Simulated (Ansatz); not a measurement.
## SiNH5SF2: nudged elastic band (part 1 of 2)

System: SiNH5SF2.
Method: RHF/6-31G* (Ansatz 0.2.0).

The run did not end well. It belongs to a series of runs on one base structure; here: band between the two ends.

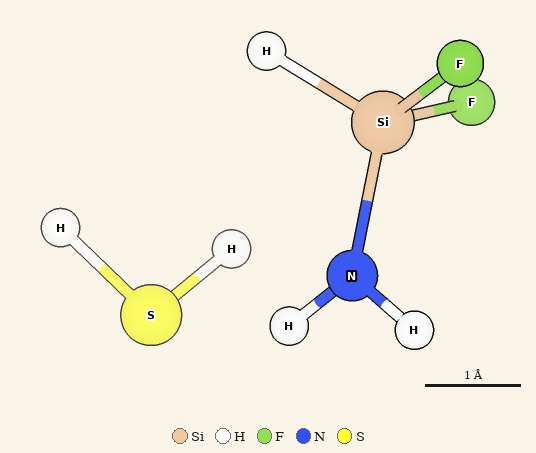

*The structure as given in the input (ball-and-stick view, seen at a tilt).*

Bond lengths as drawn: F–Si 1.58 to 1.59 Å, H–N 1.00 Å, H–S 1.33 Å, H–Si 1.46 Å and N–Si 1.69 Å.

Input:
```yaml
crystal:
  periodic: [false, false, false]
  atoms:
    - { symbol: Si, position_ang: [0.588076, -0.340996, -0.046921] }
    - { symbol: H, position_ang: [0.41245, -0.492035, 1.392822] }
    - { symbol: F, position_ang: [2.104127, -0.528046, -0.461359] }
    - { symbol: F, position_ang: [0.260632, 1.174311, -0.391931] }
    - { symbol: "N", position_ang: [-0.322098, -1.4703, -0.908218] }
    - { symbol: H, position_ang: [-0.104233, -1.723601, -1.848701] }
    - { symbol: H, position_ang: [-1.27079, -1.665189, -0.666055] }
    - { symbol: S, position_ang: [-3.61238, -0.349813, 0.965137] }
    - { symbol: H, position_ang: [-3.428604, -0.44411, 2.275267] }
    - { symbol: H, position_ang: [-3.32368, 0.943479, 0.909156] }
basis:
  gaussian: { orbitals: "6-31G*" }
hamiltonian:
  xc: hf
neb:
  order_check: false
  images: 5
  f_tol: 0.05
  max_iterations: 60
  optimiser: lbfgs
  climbing: immediate
  final_atoms:
    - { symbol: Si, position_ang: [-0.90716989, 0.17356681, -0.55947295] }
    - { symbol: H, position_ang: [0.57229639, -0.79111026, 3.00692796] }
    - { symbol: F, position_ang: [0.13490877, 0.67245546, 0.52167242] }
    - { symbol: F, position_ang: [-0.55209777, 0.96120434, -1.88238763] }
    - { symbol: "N", position_ang: [-0.82420919, -1.46060344, -0.95854356] }
    - { symbol: H, position_ang: [-1.10397298, -2.18491679, -0.33347483] }
    - { symbol: H, position_ang: [-0.21354073, -1.7851464, -1.67811457] }
    - { symbol: S, position_ang: [-2.78114733, 0.70494357, 0.2598285] }
    - { symbol: H, position_ang: [-3.52565793, 0.12360806, -0.672516] }
    - { symbol: H, position_ang: [0.50409065, -1.31030136, 3.51527766] }
  initial_path:
    images:
      - { positions_ang: [[0.588076, -0.340996, -0.046921], [0.41245, -0.492035, 1.392822], [2.104127, -0.528046, -0.461359], [0.260632, 1.174311, -0.391931], [-0.322098, -1.4703, -0.908218], [-0.104233, -1.723601, -1.848701], [-1.27079, -1.665189, -0.666055], [-3.61238, -0.349813, 0.965137], [-3.428604, -0.44411, 2.275267], [-3.32368, 0.943479, 0.909156]] }
      - { positions_ang: [[0.40397755, -0.24710888, -0.01631912], [0.2661269, -0.36715872, 1.54617459], [1.91903371, -0.40163896, -0.45288587], [-0.02688548, 1.21763767, -0.41574658], [-0.51532176, -1.46673317, -0.81853503], [-0.56999234, -1.83497985, -1.2330662], [-1.13004854, -1.66933095, -1.00239667], [-3.18102698, -0.20602185, 0.89170885], [-3.3208618, -0.53257899, 1.48332636], [-2.54150127, 0.61161369, 1.23693667]] }
      - { positions_ang: [[0.2198791, -0.15322176, 0.01428276], [0.11980381, -0.24228244, 1.69952718], [1.73394041, -0.27523192, -0.44441274], [-0.31440295, 1.26096434, -0.43956217], [-0.70854552, -1.46316634, -0.72885206], [-1.03575169, -1.94635869, -0.61743141], [-0.98930707, -1.6734729, -1.33873834], [-2.74967395, -0.06223069, 0.81828071], [-3.2131196, -0.62104798, 0.69138572], [-1.75932253, 0.27974839, 1.56471735]] }
      - { positions_ang: [[0.03578064, -0.05933465, 0.04488463], [-0.02651929, -0.11740616, 1.85287977], [1.54884712, -0.14882488, -0.43593961], [-0.60192043, 1.304291, -0.46337775], [-0.90176929, -1.45959951, -0.63916909], [-1.50151103, -2.05773754, -0.00179661], [-0.84856561, -1.67761485, -1.67508], [-2.31832093, 0.08156046, 0.74485256], [-3.10537739, -0.70951696, -0.10055493], [-0.9771438, -0.05211692, 1.89249802]] }
      - { positions_ang: [[-0.2785362, 0.01829917, -0.15656789], [0.17308594, -0.34197419, 2.2375625], [1.07753434, 0.12493524, -0.1167356], [-0.58531287, 1.18992878, -0.93638105], [-0.87591592, -1.45993415, -0.74562725], [-1.36899834, -2.10013062, -0.11235602], [-0.63689065, -1.7134587, -1.67609153], [-2.47259639, 0.28935483, 0.58317788], [-3.24547091, -0.43180862, -0.29120862], [-0.48339898, -0.47151173, 2.43342457]] }
      - { positions_ang: [[-0.59285305, 0.09593299, -0.35802042], [0.37269116, -0.56654223, 2.62224523], [0.60622155, 0.39869535, 0.20246841], [-0.56870532, 1.07556656, -1.40938434], [-0.85006255, -1.46026879, -0.8520854], [-1.23648566, -2.14252371, -0.22291542], [-0.42521569, -1.74930255, -1.67710305], [-2.62687186, 0.4971492, 0.42150319], [-3.38556442, -0.15410028, -0.48186231], [0.01034584, -0.89090654, 2.97435112]] }
      - { positions_ang: [[-0.90716989, 0.17356681, -0.55947295], [0.57229639, -0.79111026, 3.00692796], [0.13490877, 0.67245546, 0.52167242], [-0.55209777, 0.96120434, -1.88238763], [-0.82420919, -1.46060344, -0.95854356], [-1.10397298, -2.18491679, -0.33347483], [-0.21354073, -1.7851464, -1.67811457], [-2.78114733, 0.70494357, 0.2598285], [-3.52565793, 0.12360806, -0.672516], [0.50409065, -1.31030136, 3.51527766]] }
```

Machine: 1 thread of Arm Neoverse V1, 24 GiB of memory available, shared host.

Command:
```bash
ansatz run input.yaml --threads 1 --pin off --max-ram 2048MiB --backend cpu --events-out ev --progress --plain --runs-dir out
```

What the program printed:
```
Engine: ansatz 0.2.0, aarch64-unknown-linux-gnu
Functional definition: HF
  exchange = exact_x
  correlation = 0
949 factors; integrals over basis functions are off by at most 7.9e-4 eV
mean field evaluation 1: about -25652.0108 eV, gradient 4.2e1 eV
mean field evaluation 2: about -25652.0797 eV, gradient 4.2e1 eV
mean field evaluation 4: about -25655.5771 eV, gradient 2.8e0 eV
mean field evaluation 8: about -25655.6068 eV, gradient 2.0e-1 eV
mean field -25655.60688829 eV, -942.8261631497 hartree, gradient 2.1e-5 eV, S^2 0.000000; 0 other end points of the search recorded, 0 dependent functions left out
the calculation of the forces begins
reference -25655.60688829 eV, -942.8261631497 hartree; 30, 30 occupied and 63, 63 virtual orbitals, 949 factors
948 factors; integrals over basis functions are off by at most 1.0e-3 eV
mean field evaluation 16: about -25655.7347 eV, gradient 2.7e0 eV
mean field -25655.76447581 eV, -942.8319543844 hartree, gradient 1.3e-5 eV, S^2 0.000000; 0 other end points of the search recorded, 0 dependent functions left out
[... from here on the field's lines of each further geometry are left out, up to the last ...]
NEB iter   1: max|band force component| = 1.243e2 eV/Å  barrier→ = 50.1909 eV  barrier← = 50.3485 eV  CI = image 1  Δτ_max = 0.2000 Å  (243 SCF iters)
NEB iter   2: max|band force component| = 2.546e1 eV/Å  barrier→ = 11.3081 eV  barrier← = 11.4657 eV  CI = image 2  Δτ_max = 0.2000 Å  (170 SCF iters)
NEB iter   3: max|band force component| = 8.501e0 eV/Å  barrier→ = 6.8021 eV  barrier← = 6.9597 eV  CI = image 3  Δτ_max = 0.1799 Å  (164 SCF iters)
NEB iter   4: max|band force component| = 8.439e0 eV/Å  barrier→ = 6.0464 eV  barrier← = 6.2040 eV  CI = image 3  Δτ_max = 0.1282 Å  (164 SCF iters)
NEB iter   5: max|band force component| = 3.353e0 eV/Å  barrier→ = 5.3858 eV  barrier← = 5.5434 eV  CI = image 3  Δτ_max = 0.1177 Å  (169 SCF iters)
NEB iter   6: max|band force component| = 3.058e0 eV/Å  barrier→ = 4.8074 eV  barrier← = 4.9650 eV  CI = image 3  Δτ_max = 0.1663 Å  (165 SCF iters)
NEB iter   7: max|band force component| = 4.334e0 eV/Å  barrier→ = 4.2522 eV  barrier← = 4.4098 eV  CI = image 3  Δτ_max = 0.0624 Å  (159 SCF iters)
NEB iter   8: max|band force component| = 2.438e0 eV/Å  barrier→ = 4.1924 eV  barrier← = 4.3500 eV  CI = image 3  Δτ_max = 0.0162 Å  (161 SCF iters)
NEB iter   9: max|band force component| = 1.125e0 eV/Å  barrier→ = 4.1535 eV  barrier← = 4.3111 eV  CI = image 3  Δτ_max = 0.0685 Å  (169 SCF iters)
NEB iter  10: max|band force component| = 1.435e0 eV/Å  barrier→ = 4.1019 eV  barrier← = 4.2595 eV  CI = image 3  Δτ_max = 0.0237 Å  (163 SCF iters)
NEB iter  11: max|band force component| = 1.071e0 eV/Å  barrier→ = 4.0865 eV  barrier← = 4.2441 eV  CI = image 3  Δτ_max = 0.0314 Å  (157 SCF iters)
NEB iter  12: max|band force component| = 1.029e0 eV/Å  barrier→ = 4.0724 eV  barrier← = 4.2300 eV  CI = image 3  Δτ_max = 0.1755 Å  (146 SCF iters)
NEB iter  13: max|band force component| = 1.520e0 eV/Å  barrier→ = 4.0805 eV  barrier← = 4.2381 eV  CI = image 3  Δτ_max = 0.0256 Å  (161 SCF iters)
NEB iter  14: max|band force component| = 9.007e-1 eV/Å  barrier→ = 4.0594 eV  barrier← = 4.2170 eV  CI = image 3  Δτ_max = 0.0136 Å  (163 SCF iters)
NEB iter  15: max|band force component| = 7.949e-1 eV/Å  barrier→ = 4.0574 eV  barrier← = 4.2150 eV  CI = image 3  Δτ_max = 0.0510 Å  (138 SCF iters)
NEB iter  16: max|band force component| = 1.555e0 eV/Å  barrier→ = 4.0756 eV  barrier← = 4.2332 eV  CI = image 3  Δτ_max = 0.0249 Å  (164 SCF iters)
NEB iter  17: max|band force component| = 6.813e-1 eV/Å  barrier→ = 4.0718 eV  barrier← = 4.2294 eV  CI = image 3  Δτ_max = 0.0197 Å  (144 SCF iters)
NEB iter  18: max|band force component| = 6.763e-1 eV/Å  barrier→ = 4.0722 eV  barrier← = 4.2298 eV  CI = image 3  Δτ_max = 0.0662 Å  (146 SCF iters)
NEB iter  19: max|band force component| = 1.083e0 eV/Å  barrier→ = 4.0692 eV  barrier← = 4.2268 eV  CI = image 3  Δτ_max = 0.0185 Å  (156 SCF iters)
NEB iter  20: max|band force component| = 4.896e-1 eV/Å  barrier→ = 4.0530 eV  barrier← = 4.2106 eV  CI = image 3  Δτ_max = 0.0199 Å  (143 SCF iters)
NEB iter  21: max|band force component| = 9.016e-1 eV/Å  barrier→ = 4.0346 eV  barrier← = 4.1922 eV  CI = image 3  Δτ_max = 0.0137 Å  (147 SCF iters)
NEB iter  22: max|band force component| = 3.969e-1 eV/Å  barrier→ = 4.0228 eV  barrier← = 4.1804 eV  CI = image 3  Δτ_max = 0.0290 Å  (131 SCF iters)
NEB iter  23: max|band force component| = 6.722e-1 eV/Å  barrier→ = 3.9833 eV  barrier← = 4.1409 eV  CI = image 3  Δτ_max = 0.0116 Å  (153 SCF iters)
NEB iter  24: max|band force component| = 4.595e-1 eV/Å  barrier→ = 3.9689 eV  barrier← = 4.1265 eV  CI = image 3  Δτ_max = 0.0280 Å  (140 SCF iters)
NEB iter  25: max|band force component| = 1.071e0 eV/Å  barrier→ = 3.9218 eV  barrier← = 4.0794 eV  CI = image 3  Δτ_max = 0.0172 Å  (152 SCF iters)
NEB iter  26: max|band force component| = 5.701e-1 eV/Å  barrier→ = 3.9077 eV  barrier← = 4.0653 eV  CI = image 3  Δτ_max = 0.0244 Å  (138 SCF iters)
NEB iter  27: max|band force component| = 5.825e-1 eV/Å  barrier→ = 3.8800 eV  barrier← = 4.0376 eV  CI = image 3  Δτ_max = 0.0105 Å  (143 SCF iters)
NEB iter  28: max|band force component| = 5.854e-1 eV/Å  barrier→ = 3.8694 eV  barrier← = 4.0270 eV  CI = image 3  Δτ_max = 0.0092 Å  (130 SCF iters)
NEB iter  29: max|band force component| = 5.864e-1 eV/Å  barrier→ = 3.8609 eV  barrier← = 4.0185 eV  CI = image 3  Δτ_max = 0.0092 Å  (127 SCF iters)
NEB iter  30: max|band force component| = 5.849e-1 eV/Å  barrier→ = 3.8533 eV  barrier← = 4.0109 eV  CI = image 3  Δτ_max = 0.2000 Å  (123 SCF iters)
NEB iter  31: max|band force component| = 2.105e0 eV/Å  barrier→ = 3.8281 eV  barrier← = 3.9857 eV  CI = image 3  Δτ_max = 0.0379 Å  (161 SCF iters)
NEB iter  32: max|band force component| = 2.208e0 eV/Å  barrier→ = 3.8088 eV  barrier← = 3.9664 eV  CI = image 3  Δτ_max = 0.0351 Å  (140 SCF iters)
NEB iter  33: max|band force component| = 1.401e0 eV/Å  barrier→ = 3.8053 eV  barrier← = 3.9629 eV  CI = image 3  Δτ_max = 0.0080 Å  (138 SCF iters)
NEB iter  34: max|band force component| = 5.880e-1 eV/Å  barrier→ = 3.8019 eV  barrier← = 3.9595 eV  CI = image 3  Δτ_max = 0.0294 Å  (132 SCF iters)
NEB iter  35: max|band force component| = 1.093e0 eV/Å  barrier→ = 3.7927 eV  barrier← = 3.9503 eV  CI = image 3  Δτ_max = 0.0173 Å  (150 SCF iters)
NEB iter  36: max|band force component| = 6.646e-1 eV/Å  barrier→ = 3.7848 eV  barrier← = 3.9424 eV  CI = image 3  Δτ_max = 0.0081 Å  (134 SCF iters)
NEB iter  37: max|band force component| = 7.444e-1 eV/Å  barrier→ = 3.7757 eV  barrier← = 3.9332 eV  CI = image 3  Δτ_max = 0.0146 Å  (128 SCF iters)
NEB iter  38: max|band force component| = 9.106e-1 eV/Å  barrier→ = 3.7669 eV  barrier← = 3.9245 eV  CI = image 3  Δτ_max = 0.0143 Å  (136 SCF iters)
NEB iter  39: max|band force component| = 5.459e-1 eV/Å  barrier→ = 3.7582 eV  barrier← = 3.9158 eV  CI = image 3  Δτ_max = 0.0078 Å  (135 SCF iters)
NEB iter  40: max|band force component| = 6.849e-1 eV/Å  barrier→ = 3.7475 eV  barrier← = 3.9051 eV  CI = image 3  Δτ_max = 0.0138 Å  (128 SCF iters)
NEB iter  41: max|band force component| = 8.320e-1 eV/Å  barrier→ = 3.7394 eV  barrier← = 3.8970 eV  CI = image 3  Δτ_max = 0.0133 Å  (135 SCF iters)
NEB iter  42: max|band force component| = 4.980e-1 eV/Å  barrier→ = 3.7317 eV  barrier← = 3.8893 eV  CI = image 3  Δτ_max = 0.0070 Å  (134 SCF iters)
NEB iter  43: max|band force component| = 5.885e-1 eV/Å  barrier→ = 3.7232 eV  barrier← = 3.8808 eV  CI = image 3  Δτ_max = 0.0117 Å  (129 SCF iters)
NEB iter  44: max|band force component| = 6.885e-1 eV/Å  barrier→ = 3.7166 eV  barrier← = 3.8742 eV  CI = image 3  Δτ_max = 0.0112 Å  (133 SCF iters)
NEB iter  45: max|band force component| = 4.142e-1 eV/Å  barrier→ = 3.7104 eV  barrier← = 3.8679 eV  CI = image 3  Δτ_max = 0.0085 Å  (130 SCF iters)
NEB iter  46: max|band force component| = 5.859e-1 eV/Å  barrier→ = 3.7027 eV  barrier← = 3.8603 eV  CI = image 3  Δτ_max = 0.0113 Å  (127 SCF iters)
NEB iter  47: max|band force component| = 6.341e-1 eV/Å  barrier→ = 3.6973 eV  barrier← = 3.8549 eV  CI = image 3  Δτ_max = 0.0106 Å  (131 SCF iters)
NEB iter  48: max|band force component| = 4.125e-1 eV/Å  barrier→ = 3.6923 eV  barrier← = 3.8499 eV  CI = image 3  Δτ_max = 0.0076 Å  (131 SCF iters)
NEB iter  49: max|band force component| = 5.114e-1 eV/Å  barrier→ = 3.6866 eV  barrier← = 3.8442 eV  CI = image 3  Δτ_max = 0.0098 Å  (123 SCF iters)
NEB iter  50: max|band force component| = 5.318e-1 eV/Å  barrier→ = 3.6822 eV  barrier← = 3.8397 eV  CI = image 3  Δτ_max = 0.0091 Å  (131 SCF iters)
NEB iter  51: max|band force component| = 3.622e-1 eV/Å  barrier→ = 3.6779 eV  barrier← = 3.8355 eV  CI = image 3  Δτ_max = 0.0082 Å  (131 SCF iters)
NEB iter  52: max|band force component| = 5.145e-1 eV/Å  barrier→ = 3.6723 eV  barrier← = 3.8299 eV  CI = image 3  Δτ_max = 0.0097 Å  (123 SCF iters)
NEB iter  53: max|band force component| = 5.066e-1 eV/Å  barrier→ = 3.6683 eV  barrier← = 3.8259 eV  CI = image 3  Δτ_max = 0.0054 Å  (130 SCF iters)
NEB iter  54: max|band force component| = 4.811e-1 eV/Å  barrier→ = 3.6645 eV  barrier← = 3.8221 eV  CI = image 3  Δτ_max = 0.2000 Å  (121 SCF iters)
NEB iter  55: max|band force component| = 9.477e-1 eV/Å  barrier→ = 3.5348 eV  barrier← = 3.6924 eV  CI = image 3  Δτ_max = 0.0161 Å  (161 SCF iters)
NEB iter  56: max|band force component| = 6.761e-1 eV/Å  barrier→ = 3.5153 eV  barrier← = 3.6729 eV  CI = image 3  Δτ_max = 0.0047 Å  (143 SCF iters)
NEB iter  57: max|band force component| = 4.442e-1 eV/Å  barrier→ = 3.5059 eV  barrier← = 3.6635 eV  CI = image 3  Δτ_max = 0.0420 Å  (126 SCF iters)
NEB iter  58: max|band force component| = 7.832e-1 eV/Å  barrier→ = 3.4717 eV  barrier← = 3.6293 eV  CI = image 3  Δτ_max = 0.0137 Å  (142 SCF iters)
NEB iter  59: max|band force component| = 5.176e-1 eV/Å  barrier→ = 3.4545 eV  barrier← = 3.6121 eV  CI = image 3  Δτ_max = 0.0060 Å  (141 SCF iters)
the calculation of the forces begins
reference -25654.77853434 eV, -942.7957217037 hartree; 30, 30 occupied and 63, 63 virtual orbitals, 949 factors
these checks for a lower state are left out or cut short: starts, cluster_reference, orbital_swaps, neighbouring_geometries, increment
949 factors; integrals over basis functions are off by at most 1.0e-3 eV
mean field -25655.69153937 eV, -942.8292740197 hartree, gradient 7.9e-5 eV, S^2 0.000000; 0 other end points of the search recorded, 0 dependent functions left out
the calculation of the forces begins
reference -25655.69153937 eV, -942.8292740197 hartree; 30, 30 occupied and 63, 63 virtual orbitals, 949 factors
NEB iter  60: max|band force component| = 4.010e-1 eV/Å  barrier→ = 3.4492 eV  barrier← = 3.6067 eV  CI = image 3  Δτ_max = 0.0379 Å  (120 SCF iters)
```
